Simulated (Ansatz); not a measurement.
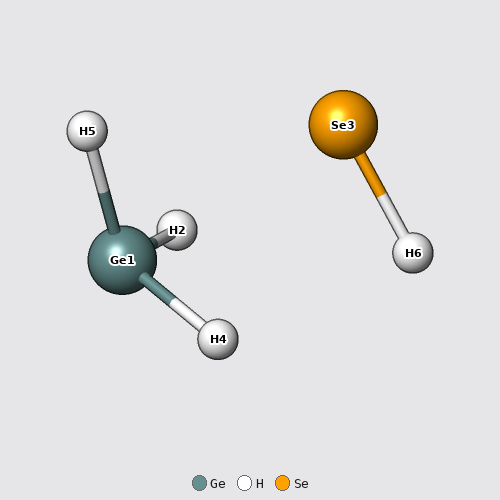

The system is the reacting system GeH4Se (fragments GeH₂ + H₂Se where the first distance is long, GeH₄Se where the second is long); the picture shows the reference structure. Coordinates scanned: (1) distance Ge1–Se3 (bond that forms); (2) distance H2–Se3 (bond that breaks). Relaxed at each point: all other coordinates. The scan uses a 10 × 10 grid. Points are written as (first, second). Energies: kJ/mol, counted from a guessed transition structure relaxed with its forming and breaking bonds held. Energies and slopes of some neighbouring points disagree (a jump in structure or state, or too coarse a mesh). The reference is spin-restricted, so regions where a bond is pulled apart into radicals lie too high. Theory: RKS B3LYP-D4/def2-SVP (Ansatz 0.2.0).

Its coordinates:

```
atom    x (Å)    y (Å)    z (Å)
  Ge   1.1767   0.2924   0.1051
   H   0.1093   0.1574  -1.1590
  Se  -1.5059  -0.8555  -0.5833
   H   0.6429   1.0300   1.3702
   H   1.6954  -1.0907   0.6029
   H  -2.1184   0.4665  -0.3360
```

Range: distance Ge1–Se3 (bond that forms) from 2.160 to 3.660 Å; distance H2–Se3 (bond that breaks) from 1.359 to 3.159 Å.

What landscape does the calculation give?

Answer. The lowest grid point is at (2.389 Å, 3.159 Å), −198 kJ/mol from a guessed transition structure relaxed with its forming and breaking bonds held. It lies at the edge of the scanned range, so the true minimum may lie outside. Other grid points that lie below all their neighbours: (2.704 Å, 1.474 Å) (138 kJ/mol higher). The highest grid point, (2.160 Å, 1.634 Å), lies 326 kJ/mol above the lowest.

```tsv
second ↓, first →	2.160	2.256	2.389	2.540	2.704	2.879	3.064	3.256	3.455	3.660
3.159	−164	−190	−198	−184	−154	−113	−67	−21	22	61
2.913	−158	−181	−186	−169	−137	−94	−49	−4	37	68
2.674	−137	−158	−162	−144	−111	−69	−26	13	45	71
2.443	−101	−122	−126	−109	−77	−41	−6	23	48	70
2.222	−52	−73	−79	−66	−43	−18	4	25	45	64
2.012	10	−15	−27	−26	−18	−8	5	19	35	52
1.815	77	43	15	−1	−9	−9	−3	6	18	30
1.634	127	79	35	6	−11	−17	−17	−12	−5	3
1.474	46	1	−36	−55	−60	−58	−51	−41	−32	−23
1.359	65	20	−17	−37	−42	−40	−33	−24	−15	−6
```

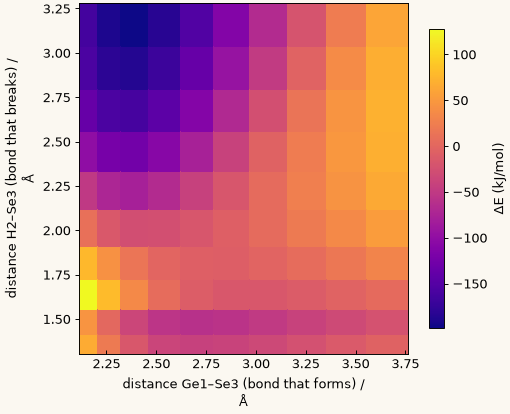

The picture shows one coloured cell a grid point.

The whole map (100 points run) took 42 min on 1 thread of Arm Neoverse N1, on a shared host.
